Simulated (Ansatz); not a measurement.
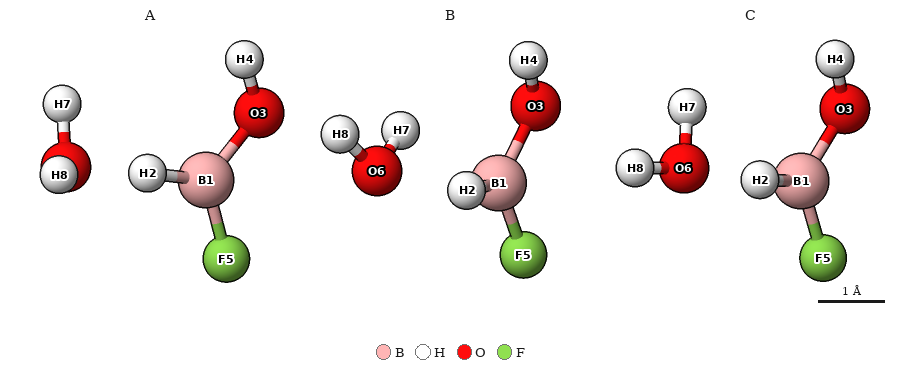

3 geometries from one relaxation of BH₄O₂F, in shuffled order. The picture is a ball-and-stick view, seen at a tilt.

The run prepares an end point of a later path (reaction) calculation, from a guessed geometry.

All numbers below come from RKS PBE/def2-SVP in Ansatz 0.2.0. Settings: no spin polarisation; force threshold 0.03 eV/Å; at most 50 steps.

Put them in the order of the run, from the start to the converged end.

Answer. A, C, B. They are steps 0, 9, 22, at +2.84 kcal/mol, +0.76 kcal/mol relative to the last. Over 17 accepted moves (22 points after the start) the energy falls by 2.84 kcal/mol. The largest force component goes from 0.62 to 0.027 eV/Å. The line search rejected the trial steps at points 2, 6, 10, 15, 17 of the run. The atom that moves furthest after the best rigid fit is H7 (0.74 Å). Largest moves by element: H 0.74 Å, O 0.42 Å, F 0.27 Å, B 0.14 Å. Among the contacts that change: B1–O6 2.608 → 2.141 Å, B1–O3 1.361 → 1.384 Å, B1–H2 1.206 → 1.224 Å, O6–H8 0.991 → 0.977 Å.
